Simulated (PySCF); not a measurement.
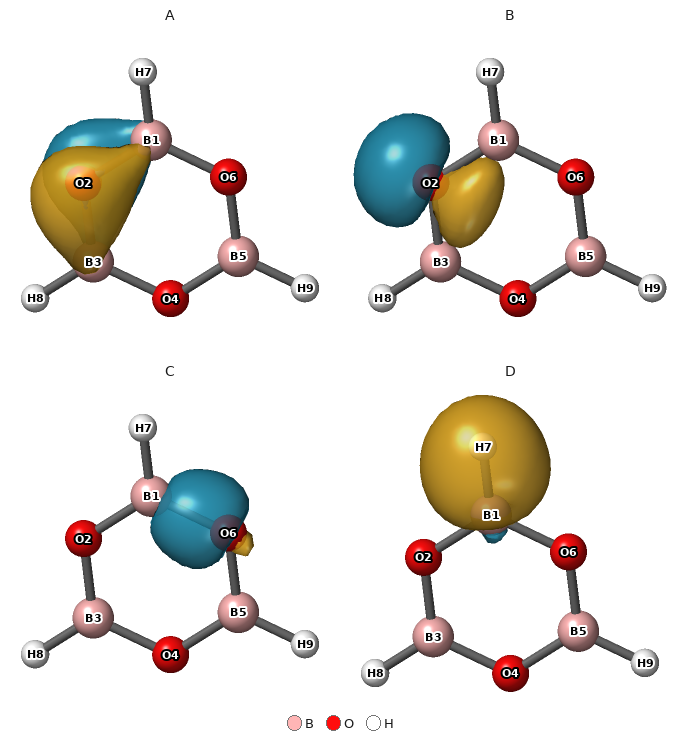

*B$_{3}$H$_{3}$O$_{3}$, SMILES `B1OBOBO1`. Pipek–Mezey orbitals, occupied; each surface holds about 80 % of the orbital's density. Energies are diagonal elements of the Fock matrix.*

PySCF calculation, B3LYP/def2-SVP, gas phase; geometry: GFN2-xTB. No frequency check shows the geometry to be a minimum.

> Identify each orbital.

By panel:
- A: p-type lone pair on O2, partly delocalised onto B1 and B3 (O2 80 %, B1 10 %, B3 10 %; −11.4 eV)
- B: lone pair on O2 (sp4-type) (O2 95 %; −12.2 eV)
- C: σ bond O6–B1 (O6 71 %, B1 28 %; −21.4 eV)
- D: σ bond B1–H7 (B1 50 %, H7 49 %; −11.7 eV)

The PySCF run took 6.5 s on 1 thread of Intel(R) Xeon(R) Platinum 8488C (Sapphire Rapids), on a shared host, peak memory 0.43 GiB.
